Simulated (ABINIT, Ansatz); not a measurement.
# Sr3SbN (Pm-3m): bands and cutoff in G0W0 with ABINIT, part 2 of 2

What does each rung of G0W0 on Sr3SbN (Pm-3m) cost, and what does it buy?

ABINIT 10.8.3; LDA and many-body steps on it, plane waves. Known limits of the many-body steps: not at the basis limit; model gap, bands may invert with spin-orbit coupling; screening runs away on this mesh; no spin-orbit coupling; coarse k mesh.

So far. Step 3 (Screening, 2×2×2 mesh, 81 bands, screening to 76.2 eV): Local fields lower ε∞ by 13 %. The value itself is an artefact of the mesh, where one narrow direct gap carries too much weight. Step 4 (81 bands, 76.2 eV): The gap on the mesh goes from 0.25 eV to 0.38 eV, a correction of +0.13 eV.

## Step 6: 199 bands, 141.5 eV

This step: G0W0 on LDA, plane waves, norm-conserving pseudopotentials.

Input file run.abi:

```
acell 3*1.0 Angstrom
rprim 
  5.194965140000 0.000000000000 0.000000000000
  0.000000000000 5.194965140000 0.000000000000
  0.000000000000 0.000000000000 5.194965140000
ntypat 3
znucl 38 51 7
natom 5
typat 1 1 1 2 3
xred 
  0.000000000000 0.500000000000 0.500000000000
  0.500000000000 0.500000000000 0.000000000000
  0.500000000000 0.000000000000 0.500000000000
  0.000000000000 0.000000000000 0.000000000000
  0.500000000000 0.500000000000 0.500000000000
pp_dirpath "pseudos"
pseudos "Sr.upf, Sb.upf, N.upf"
ecut 40
ngkpt 2 2 2
nshiftk 1
shiftk 0 0 0
kptopt 1
chksymbreak 0
istwfk *1
occopt 1
irdwfk 1
optdriver 4
nband 199
gwcalctyp 0
ecutsigx 40
symsigma 1
nkptgw 1
kptgw 
  0.0000000000 0.0000000000 0.0000000000
bdgw 
  27 31
ecuteps 5.2
irdscr 1
ppmodel 1
indata_prefix "in"
outdata_prefix "out"
tmpdata_prefix "tmp"
```

Run with:

```
OMP_NUM_THREADS=1 mpirun -n 4 abinit run.abi > log
```

Numbers of over 12 decimals in the logs are rounded to 6 here.

The program printed:

```text
.Version 10.8.3 of ABINIT. v10.8.2 released Aug 2026.

 Symmetries : space group Pm -3 m (#221); Bravais cP (primitive cubic)
[... echo of the input left out ...]
== DATASET  1 ==================================================================
-   mpi_nproc: 4, omp_nthreads: 1 (-1 if OMP is not activated)

--- !DatasetInfo
iteration_state: {dtset: 1, }
dimensions: {natom: 5, nkpt: 4, mband: 199, nsppol: 1, nspinor: 1, nspden: 1, mpw: 11536, }
cutoff_energies: {ecut:  40.0, pawecutdg:  -1.0, }
electrons: {nelect:   5.80000000E+01, charge:   0.00000000E+00, occopt:   1.00000000E+00, tsmear:   1.00000000E-02, }

 SIGMA: Calculation of the GW corrections

 Based on a program developped by R.W. Godby, V. Olevano, G. Onida, and L. Reining.
 Incorporated in ABINIT by V. Olevano, G.-M. Rignanese, and M. Torrent.
.Using double precision arithmetic ; gwpc =  8

[... cell and pseudopotentials left out ...]
--------------------------------------------------------------------------------

 ==== K-mesh for the wavefunctions ====
 Number of points in the irreducible wedge :     4
[... list of points left out ...]
 Together with 48 symmetry operations and time-reversal symmetry
 yields     8 points in the full Brillouin Zone.

 ==== Q-mesh for screening function ====
 Number of points in the irreducible wedge :     4
[... list of points left out ...]
 Together with 48 symmetry operations and time-reversal symmetry
 yields     8 points in the full Brillouin Zone.

 vcoul_init : cutoff-mode = AUXILIARY_FUNCTION
 q-points for optical limit:   1
     1)      0.000010    0.000020    0.000030
 setmesh: FFT mesh size selected  =    60x   60x   60
          total number of points  =       216000

 Number of electrons calculated from density =   58.0000; Expected =   58.0000
[...]
number of q-points in IBZ                           4
 number of symmetry operations                      48
 number of k-points in BZ                            8
 number of q-points in BZ                            8
 number of frequencies for dSigma/dE                 9
 frequency step for dSigma/dE [eV]                0.25
 number of omega for Sigma on real axis              0
 max omega for Sigma on real axis  [eV]           0.00
 zcut for avoiding poles [eV]                     0.10

 EPSILON^-1 parameters (SCR file):
 dimension of the eps^-1 matrix on file            515
 dimension of the eps^-1 matrix used               515
 number of plane-waves for wavefunctions         11459
 number of bands                                   199
 number of q-points in IBZ                           4
 number of frequencies                               2
 number of real frequencies                          1
 number of imag frequencies                          1

 matrix elements of self-energy operator (all in [eV])

 Perturbative Calculation

--- !SelfEnergy_ee
iteration_state: {dtset: 1, }
kpoint     : [   0.000,    0.000,    0.000, ]
spin       : 1
KS_gap     :    0.250
QP_gap     :    0.454
Delta_QP_KS:    0.204
data: !SigmaeeData |
     Band     E0 <VxcDFT>   SigX SigC(E0)      Z dSigC/dE  Sig(E)    E-E0       E
       27   6.668 -14.898 -17.593   2.974   0.748  -0.337 -14.689   0.210   6.877
       28   6.668 -14.898 -17.593   2.974   0.748  -0.337 -14.689   0.210   6.877
       29   6.668 -14.898 -17.593   2.974   0.748  -0.337 -14.689   0.210   6.877
       30   6.918  -8.573  -4.116  -3.943   0.803  -0.245  -8.159   0.413   7.331
       31   6.918  -8.573  -4.116  -3.943   0.803  -0.245  -8.159   0.413   7.331

== END DATASET(S) ==============================================================
================================================================================

 -outvars: echo values of variables after computation  --------
           etotal      0.0000000000E+00
            nband         199
             nkpt           4
          spgroup         221
 [... the other variables as echoed above ...]

 Calculation completed.
```

Run time: 18 s. Hardware: 4 MPI ranks of Arm Neoverse V1, shared host; peak memory 1.6 GiB.

Numbers from this step:

* G0W0 gap on the points computed: 0.4540 eV
* starting gap on the mesh: 0.2503 eV
* k of the valence top: 0, 0, 0
* k of the conduction bottom: 0, 0, 0
* Z at the valence top: 0.748
* Z at the conduction bottom: 0.803
* least direct G0W0 gap on the computed points: 0.4540 eV

Against G0W0 in ABINIT (2×2×2 mesh, 81 bands, screening to 76.2 eV, Godby-Needs plasmon pole), the gap moves by +0.070 eV.

## Step 7: Screening, 2×2×2 mesh, 447 bands, screening to 217.7 eV

This step: RPA screening on LDA, plane waves, norm-conserving pseudopotentials.

Changes to run.abi since step 6:

```diff
@@ -26,15 +26,8 @@
 irdwfk 1
-optdriver 4
-nband 199
-gwcalctyp 0
-ecutsigx 40
-symsigma 1
-nkptgw 1
-kptgw 
-  0.0000000000 0.0000000000 0.0000000000
-bdgw 
-  27 31
-ecuteps 5.2
-irdscr 1
-ppmodel 1
+optdriver 3
+nband 447
+ecuteps 8
+inclvkb 2
+awtr 1
+symchi 1
 indata_prefix "in"
```

The program printed:

```text
.Version 10.8.3 of ABINIT. v10.8.2 released Aug 2026.

 Symmetries : space group Pm -3 m (#221); Bravais cP (primitive cubic)
[... echo of the input left out ...]
== DATASET  1 ==================================================================
-   mpi_nproc: 4, omp_nthreads: 1 (-1 if OMP is not activated)

--- !DatasetInfo
iteration_state: {dtset: 1, }
dimensions: {natom: 5, nkpt: 4, mband: 447, nsppol: 1, nspinor: 1, nspden: 1, mpw: 11536, }
cutoff_energies: {ecut:  40.0, pawecutdg:  -1.0, }
[...]
--------------------------------------------------------------------------------
[... chi0 elements left out ...]
 For q-point:  0.000010 0.000020 0.000030
  dielectric constant = 186.7320
  dielectric constant without local fields = 215.2981

  Average fulfillment of the sum rule on Im[epsilon] for q-point    1 :     83.48  [%]
[... wings left out ...]
  q-point number  2        q = ( 0.500000, 0.000000, 0.000000) [r.l.u.]
--------------------------------------------------------------------------------
[... chi0 elements left out ...]
  Average fulfillment of the sum rule on Im[epsilon] for q-point    2 :     86.49  [%]

 [... 2 further q-points ...]
```

Run time: 5.9 min. Hardware: 4 MPI ranks; peak memory 4.1 GiB.

Numbers from this step:

| Item | Value |
| --- | --- |
| ε∞ with local fields, on this mesh, along the program's q direction | 186.7 |
| the same without local fields | 215.3 |
| plasma frequency | 23.88 eV |
| plane waves in the screening matrix | 1021 |

## Step 8: 447 bands, 217.7 eV

This step: G0W0 on LDA, plane waves, norm-conserving pseudopotentials.

Changes to run.abi since step 7:

```diff
@@ -26,8 +26,15 @@
 irdwfk 1
-optdriver 3
+optdriver 4
 nband 447
+gwcalctyp 0
+ecutsigx 40
+symsigma 1
+nkptgw 1
+kptgw 
+  0.0000000000 0.0000000000 0.0000000000
+bdgw 
+  27 31
 ecuteps 8
-inclvkb 2
-awtr 1
-symchi 1
+irdscr 1
+ppmodel 1
 indata_prefix "in"
```

The program printed:

```text
.Version 10.8.3 of ABINIT. v10.8.2 released Aug 2026.

 Symmetries : space group Pm -3 m (#221); Bravais cP (primitive cubic)
[... echo of the input left out ...]
== DATASET  1 ==================================================================
-   mpi_nproc: 4, omp_nthreads: 1 (-1 if OMP is not activated)

--- !DatasetInfo
iteration_state: {dtset: 1, }
dimensions: {natom: 5, nkpt: 4, mband: 447, nsppol: 1, nspinor: 1, nspden: 1, mpw: 11536, }
cutoff_energies: {ecut:  40.0, pawecutdg:  -1.0, }
[...]
29   6.668 -14.898 -17.593   2.638   0.744  -0.344 -14.940  -0.042   6.626
       30   6.918  -8.573  -4.116  -4.080   0.803  -0.246  -8.270   0.302   7.220
       31   6.918  -8.573  -4.116  -4.080   0.803  -0.246  -8.270   0.302   7.220

== END DATASET(S) ==============================================================
================================================================================

 -outvars: echo values of variables after computation  --------
           etotal      0.0000000000E+00
            nband         447
             nkpt           4
          spgroup         221
 [... the other variables as echoed above ...]

 Calculation completed.
```

Wall time 2 min (4 MPI ranks); peak memory 4.5 GiB; 7.9 min of CPU time.

Numbers from this step:

* G0W0 gap on the points computed: 0.5940 eV
* starting gap on the mesh: 0.2503 eV
* k of the valence top: 0, 0, 0
* k of the conduction bottom: 0, 0, 0
* least direct G0W0 gap on the computed points: 0.5940 eV

Against G0W0 in ABINIT (2×2×2 mesh, 199 bands, screening to 141.5 eV, Godby-Needs plasmon pole), the gap moves by +0.140 eV.

## Step 9: Side by side

Times are wall times on 4 MPI ranks of Arm Neoverse V1, shared host, good to a factor of about two. A run's time includes the screening step that it read.

```tsv
run	mesh	bands	screening cutoff (eV)	DFT gap (eV)	gap on the mesh (eV)	direct (eV)	ε∞ used	time
81 bands, 76.2 eV	2×2×2	81	76.2	0.250	0.384	0.384	186.40	27 s
199 bands, 141.5 eV	2×2×2	199	141.5	0.250	0.454	0.454	186.73	97 s
447 bands, 217.7 eV	2×2×2	447	217.7	0.250	0.594	0.594	186.73	7.9 min
```

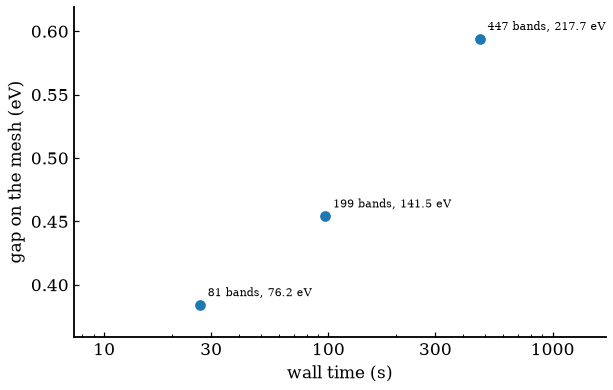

Result against wall time.

## Step 10: Outcome

```yaml
81_bands_76p2_ev: 0.384 eV
199_bands_141p5_ev: 0.454 eV
447_bands_217p7_ev: 0.594 eV
known_limits: not at the basis limit; model gap, bands may invert with spin-orbit coupling; screening runs away on this mesh; no spin-orbit coupling; coarse k mesh
```

What this shows: From the first rung to the last the gap moves by +0.21 eV for 18 times the time. The steps are not yet shrinking, so no limit is drawn. In the G0W0 runs levels were corrected at 1 k point alone, so a gap called «on the mesh» is the least over those, and an edge elsewhere would be missed. The 2×2×2 mesh is coarse for this cell, which bears on the long-range parts of exchange and screening. With atoms this heavy and so narrow a gap, spin-orbit coupling can invert the bands. These scalar-relativistic gaps are then model values, not to be set against experiment, and a spin-orbit change taken from DFT can't simply be added. On this mesh the RPA ε∞ passes 90, more than nearly any semiconductor shows; a coarse mesh does this where one point with a narrow direct gap carries much weight. The screening is then too strong, and the G0W0 gap should not be taken as the material's.

[Paths, hosts, dates, memory and timing lines, banners, echoed tables and standing remarks are left out of the program output.]

[Logs are printed without paths, hosts, clocks, repeated set-up lines and the standing remarks that a program may print on its own settings, such as how far it seeks lower states.]

[Runs of the session that timed out or met a known fault of the program may be left out.]

[Hosts, paths, dates, database ids (printed as entryN), source tags and the programs' standing remarks are cut or masked in the printed files.]

[G0W0 gaps are taken among the corrected bands and points alone; a level outside them can change the order at an edge.]

[Where Ansatz stands beside ABINIT at settings called matched, ABINIT's density can come from a denser mesh and the files from another edition; pairs whose starting gaps differed by over 0.03 eV were left out, so agreement reads better than it is.]
